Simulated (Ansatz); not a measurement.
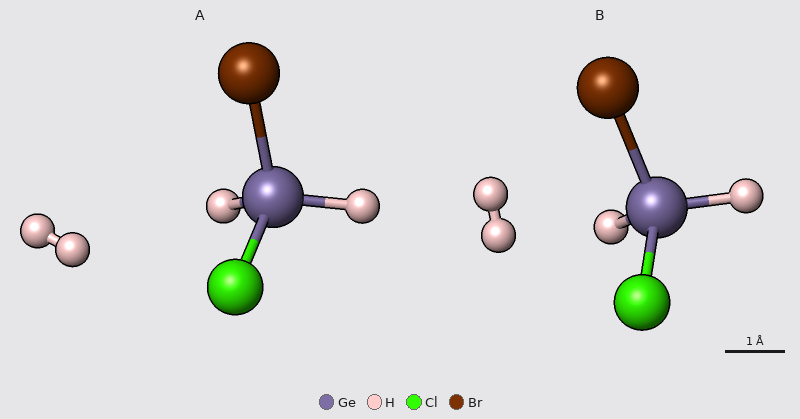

Two geometries of GeH₄BrCl, drawn at one scale. One is the start of a relaxation, the other its converged end. A ball-and-stick model, seen face on.

The calculation used RKS BLYP-D4/def2-SVP in Ansatz. Settings: no spin polarisation; force threshold 0.03 eV/Å; at most 50 steps.

**Which of the two is the end point?**

Structure A is the relaxed one. The run prepares an end point of a later path (reaction) calculation, from a guessed geometry. Over 21 accepted moves (25 points after the start) the energy falls by 4.28 kcal/mol. The largest force component goes from 1.7 to 0.025 eV/Å. The line search rejected the trial steps at points 13, 15, 21, 24 of the run. The forces were under the threshold at step 5, but the run went on from there. The atom that moves furthest after the best rigid fit is an H atom (1.11 Å). By element the largest moves are H 1.11 Å, Br 0.74 Å, Ge 0.33 Å, Cl 0.29 Å. Some distances before and after: H–H 0.719 → 0.768 Å, Br–Ge 2.385 → 2.340 Å, Cl–Ge 2.185 → 2.193 Å. Cost: 43 s on 2 threads of Arm Neoverse V1 (shared host), peak memory 0.13 GiB.

Limits of the set-up: the start holds two separate molecules, 2.5 Å apart at their closest, whose relative position is a soft coordinate.
